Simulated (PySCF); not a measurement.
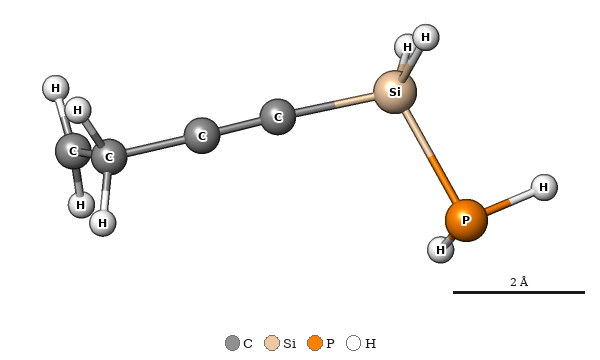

**Figure 1.** The structure as given in the input (ball-and-stick view, seen at a tilt). Bond lengths as drawn: C–C 1.21 to 1.48 Å, C–H 1.07 to 1.09 Å, C–Si 1.84 Å, H–P 1.38 Å, H–Si 1.47 Å and P–Si 2.25 Å.

**EPR calculation, with input and output: C4H8PSi**

The run: EPR calculation of C4H8PSi, multiplicity 2, SMILES [CH2]CC#C[SiH2]P. Method and program: UKS B3LYP, pcH-1 on C H P Si, non-relativistic, mean-field spin-orbit, GIAO (PySCF 2.14.0).

It belongs to a series of runs on one base structure; here: H removed from sp3 C.

## The program's output
```
UKS, coarse grid
  cycle   1  E = -787.95482806  |g| = 3.21e-01
  cycle   2  E = -787.94129034  |g| = 3.39e-01
  cycle   3  E = -787.99685143  |g| = 1.17e-01
  cycle   4  E = -788.00198643  |g| = 5.78e-02
  cycle   5  E = -788.00369070  |g| = 8.62e-03
  cycle   6  E = -788.00373034  |g| = 4.00e-03
  cycle   7  E = -788.00373894  |g| = 8.30e-04
UKS, final grid
  cycle   1  E = -788.00369464  |g| = 7.92e-04
  cycle   2  E = -788.00369419  |g| = 1.25e-03
  cycle   3  E = -788.00369496  |g| = 3.80e-04
  cycle   4  E = -788.00369503  |g| = 6.36e-05
  cycle   5  E = -788.00369503  |g| = 3.09e-05
  cycle   6  E = -788.00369503  |g| = 7.79e-06
E = -788.00369503 Eh   <S^2> = 0.7538 (exact 0.7500)
g shifts (ppm)      1          2          3
  rmc          -144       -144       -144
  gc              7         26         14
  oz_so         -19        514        576
  total        -156        397        445
hyperfine (MHz)  atom isotope    a_iso     a_fc   dipolar eigenvalues
    0   13C     103.20     103.31    -82.49    -81.64    164.13
    1   13C     -25.10     -25.11     -2.67      0.58      2.09
    2   13C     105.11     105.12     -7.17     -2.96     10.13
    3   13C       7.96       7.97     -5.97     -3.82      9.78
    4  29Si       2.07       2.07     -0.28     -0.01      0.29
    5   31P      -0.04      -0.05     -0.27     -0.03      0.29
    6    1H     -60.49     -60.50    -39.28     -0.97     40.25
    7    1H     -60.50     -60.51    -39.27     -0.97     40.24
    8    1H      30.49      30.48     -5.16     -4.60      9.76
    9    1H      31.00      31.00     -5.15     -4.59      9.74
   10    1H       1.81       1.81     -0.54     -0.48      1.02
   11    1H       4.92       4.92     -0.71     -0.49      1.20
   12    1H       0.01       0.01     -0.45     -0.42      0.87
   13    1H      -0.14      -0.14     -0.25     -0.23      0.48
```

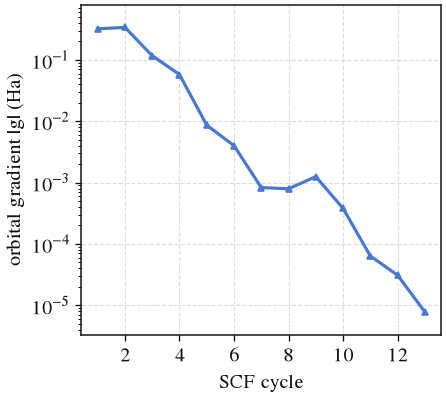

**Figure 2.** Convergence of the self-consistent field: orbital gradient |g| against the SCF cycle. All cycles printed in the log are drawn one after another.

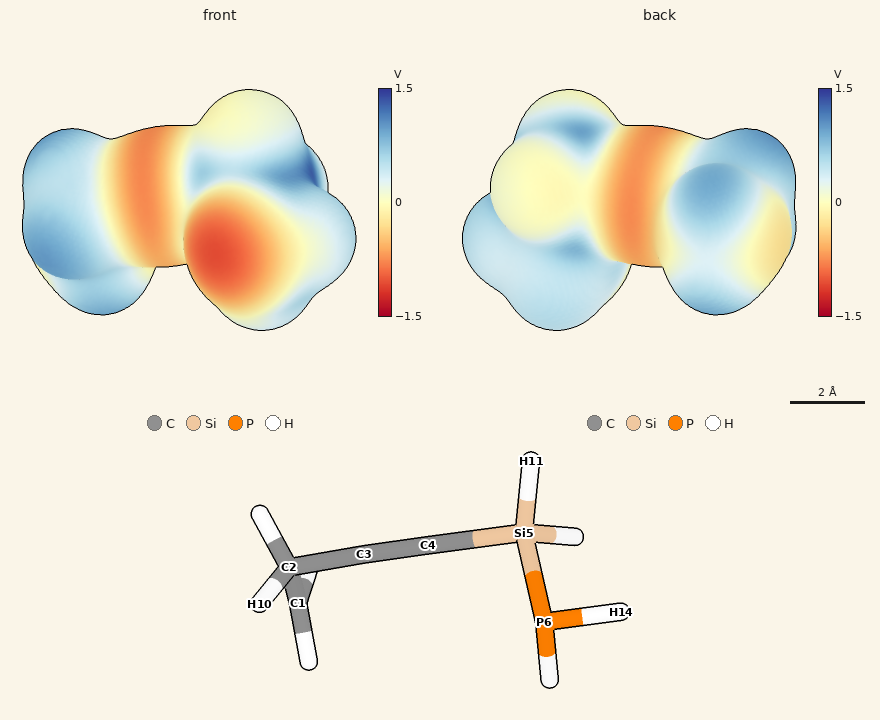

**Figure 3.** The electrostatic potential painted on the density surface at 0.002 e/bohr³, seen at a tilt and from behind; the colour scale runs from red (negative) to blue (positive). The bare structure is drawn below in the same view.

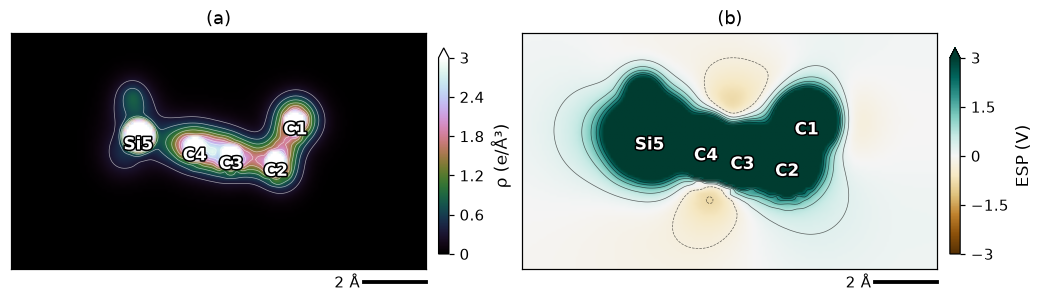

**Figure 4.** (a) total electron density; (b) electrostatic potential on the plane of atoms C1, C2 and C3. The section cuts through C and Si sites. C–Si (1.84 Å): ρ at the midpoint is about 0.82 e/Å³.

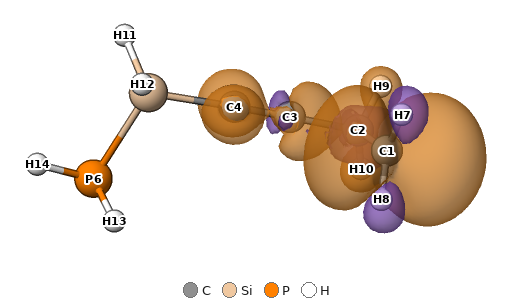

**Figure 5.** Isosurfaces of the spin density at +0.006 (orange) and −0.006 e/Å³ (purple), seen at an oblique angle. The unpaired spin (1 electron) lies mostly on C1 (about 0.7), H7 (about 0.1) and H8 (about 0.1), in electrons by Hirshfeld's partition.

The run was set up as follows.

## Input
```
{"job": {"kind": "epr", "basis": "pcH-1"}, "charge": 0, "multiplicity": 2}
C     -2.828818    -0.638190    -0.327865
C     -2.286435    -0.354599     1.017682
C     -0.923348     0.125836     0.814871
C      0.188727     0.518405     0.556848
Si     1.916394     1.075543     0.238584
P      3.257087    -0.649329     0.764154
H     -3.219315     0.164335    -0.923228
H     -2.590417    -1.563717    -0.815631
H     -2.861290     0.421973     1.530839
H     -2.252174    -1.253005     1.641112
H      2.261739     2.187729     1.130863
H      2.026743     1.485193    -1.168911
H      2.937223    -1.407341    -0.347658
H      4.373207    -0.113306     0.146200
```

The first line tells a small driver script what to run in PySCF; the rest is the geometry in Å.

Command:
```bash
OMP_NUM_THREADS=1 python <driver script> task.json out
```

## Key numbers

```json
{"quantity": "outcome", "value": "converged"}
{"quantity": "total energy", "value": "−788.003695 hartree"}
{"quantity": "⟨S²⟩", "value": "0.754"}
{"quantity": "isotropic g", "value": "2.0025"}
{"quantity": "hardware", "value": "1 CPU thread, shared host"}
{"quantity": "wall time", "value": "69 s"}
{"quantity": "peak memory", "value": "0.92 GiB"}
```
